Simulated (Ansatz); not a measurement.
# CH5GaO (SMILES C[O][GaH2]) at CAM-B3LYP/cc-pVDZ

Aim: the energy change on altering one bond length of CH5GaO at CAM-B3LYP/cc-pVDZ, from 2 runs. 

The results are computed with Ansatz 0.2.0.

56 further runs of the same task are left out: 56 set aside as unsound or not needed.

**1. The molecule**

CH5GaO has 8 atoms, charge 0, and is taken as a singlet. SMILES: `C[O][GaH2]`. The shape is that of a PBE0-D4/def2-TZVP optimisation.

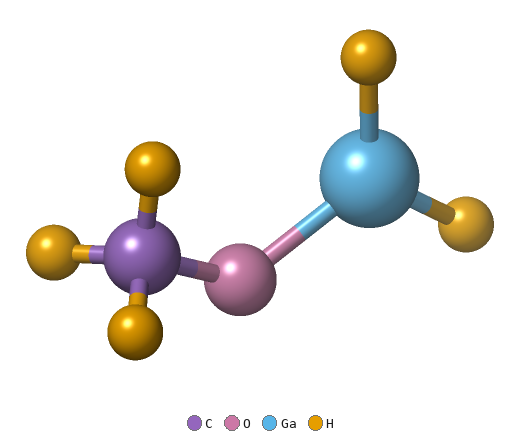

Viewed from a chosen angle; carbon purple, oxygen pink, gallium blue, hydrogen amber.

**2. A single-point energy at CAM-B3LYP/cc-pVDZ**

molecule.yaml reads:

```yaml
crystal:
  periodic: [false, false, false]
  atoms:
    - {symbol: C, position_ang: [-0.616800, 0.972600, -0.422900]}
    - {symbol: O, position_ang: [-0.705300, -0.273500, 0.213500]}
    - {symbol: Ga, position_ang: [0.703200, -1.302000, 0.579300]}
    - {symbol: H, position_ang: [-1.200200, 0.962000, -1.350600]}
    - {symbol: H, position_ang: [0.414200, 1.256200, -0.676600]}
    - {symbol: H, position_ang: [-1.030600, 1.754200, 0.224300]}
    - {symbol: H, position_ang: [2.093900, -0.732800, 0.142900]}
    - {symbol: H, position_ang: [0.341700, -2.636700, 1.290100]}
basis:
  gaussian:
    orbitals: cc-pVDZ
total_charge: 0
hamiltonian:
  xc: {name: CAM-B3LYP}
accuracy: high
output: {orbitals: {seedname: orbitals}}
```

Launch:

```console
ansatz run molecule.yaml --threads 1 --pin off --max-ram 3480MiB --events-out events.jsonl --progress --plain --runs-dir runs
```

The log of the run:

```text
Warning: RAYON_NUM_THREADS=1 ignored (pool sized by the plan → 1); use --threads N
Functional definition: CAM-B3LYP
  name "CAM-B3LYP"
  parameter alpha = 0.19
  parameter beta = 0.46
  parameter omega = 0.33/bohr
  parameter ac = 0.81
  exchange = (1 - alpha - beta)*b88_x + beta*b88_x_sr(omega) + alpha*exact_x + beta*exact_x_lr(omega)
  correlation = (1 - ac)*vwn5_c + ac*lyp_c
1865 factors; integrals over basis functions are off by at most 4.4e-9 eV
388 factors; integrals over basis functions are off by at most 2.1e-9 eV
mean field evaluation 1: about -55540.0819 eV, gradient 4.6e1 eV
mean field evaluation 2: about -55531.5400 eV, gradient 8.1e1 eV
mean field evaluation 4: about -55544.3304 eV, gradient 2.8e0 eV
mean field evaluation 8: about -55544.4531 eV, gradient 6.7e-2 eV
mean field evaluation 16: about -55544.4532 eV, gradient 1.3e-5 eV
mean field -55544.45317033 eV, -2041.2210046271 hartree, gradient 4.6e-8 eV, S^2 0.000000; 0 other end points of the search recorded, 0 dependent functions left out
reference -55544.45318996 eV, -2041.2210053486 hartree; 25, 25 occupied and 55, 55 virtual orbitals, 1865 factors
Total energy: -55544.45318996 eV, -2041.2210053486 hartree
```

Run time: 8.7 s. Hardware: 1 thread of Arm Neoverse V1, shared host; peak memory 0.3 GiB.

**3. The distorted shape, same level**

molecule.yaml reads:

```yaml
crystal:
  periodic: [false, false, false]
  atoms:
    - {symbol: C, position_ang: [-0.441795, 0.975780, -0.144614]}
    - {symbol: O, position_ang: [-0.530295, -0.270320, 0.491786]}
    - {symbol: Ga, position_ang: [0.878205, -1.298820, 0.857586]}
    - {symbol: H, position_ang: [-1.200200, 0.962000, -1.350600]}
    - {symbol: H, position_ang: [0.589205, 1.259380, -0.398314]}
    - {symbol: H, position_ang: [-0.855595, 1.757380, 0.502586]}
    - {symbol: H, position_ang: [2.268905, -0.729620, 0.421186]}
    - {symbol: H, position_ang: [0.516705, -2.633520, 1.568386]}
basis:
  gaussian:
    orbitals: cc-pVDZ
hamiltonian:
  xc: {name: CAM-B3LYP}
accuracy: high
output: {orbitals: {seedname: orbitals}}
```

Launch:

```console
ansatz run molecule.yaml --threads 1 --pin off --max-ram 3480MiB --events-out events.jsonl --progress --plain --runs-dir runs
```

The log of the run:

```text
Warning: RAYON_NUM_THREADS=1 ignored (pool sized by the plan → 1); use --threads N
Functional definition: CAM-B3LYP
  name "CAM-B3LYP"
  parameter alpha = 0.19
  parameter beta = 0.46
  parameter omega = 0.33/bohr
  parameter ac = 0.81
  exchange = (1 - alpha - beta)*b88_x + beta*b88_x_sr(omega) + alpha*exact_x + beta*exact_x_lr(omega)
  correlation = (1 - ac)*vwn5_c + ac*lyp_c
1866 factors; integrals over basis functions are off by at most 4.7e-9 eV
391 factors; integrals over basis functions are off by at most 1.9e-9 eV
mean field evaluation 1: about -55539.2515 eV, gradient 4.5e1 eV
mean field evaluation 2: about -55530.6717 eV, gradient 8.1e1 eV
mean field evaluation 4: about -55543.4020 eV, gradient 3.0e0 eV
mean field evaluation 8: about -55543.5179 eV, gradient 6.4e-2 eV
mean field evaluation 16: about -55543.5179 eV, gradient 1.3e-5 eV
mean field -55543.51794254 eV, -2041.1866356397 hartree, gradient 6.5e-8 eV, S^2 0.000000; 0 other end points of the search recorded, 0 dependent functions left out
reference -55543.51796254 eV, -2041.1866363746 hartree; 25, 25 occupied and 55, 55 virtual orbitals, 1866 factors
Total energy: -55543.51796254 eV, -2041.1866363746 hartree
```

It took 8.7 s on 1 thread of Arm Neoverse V1, shared host; peak memory 0.3 GiB.

**4. Results**

At CAM-B3LYP/cc-pVDZ:

| quantity | value |
| --- | --- |
| first shape: total energy | -2041.22101 Eh |
| first shape: HOMO energy | -9.12 eV |
| first shape: LUMO energy | -0.21 eV |
| first shape: HOMO–LUMO gap | 8.90 eV |
| distorted shape: total energy | -2041.18664 Eh |
| distorted shape: HOMO energy | -8.91 eV |
| distorted shape: LUMO energy | -0.32 eV |
| distorted shape: HOMO–LUMO gap | 8.59 eV |
| energy change with the C1–H4 bond stretched from 1.096 to 1.425 Å | 0.935 eV |

In words: With the C1–H4 bond stretched from 1.096 to 1.425 Å the energy rises by 0.94 eV (21.6 kcal/mol). The first shape isn't relaxed at this level, so the change isn't measured from a minimum.
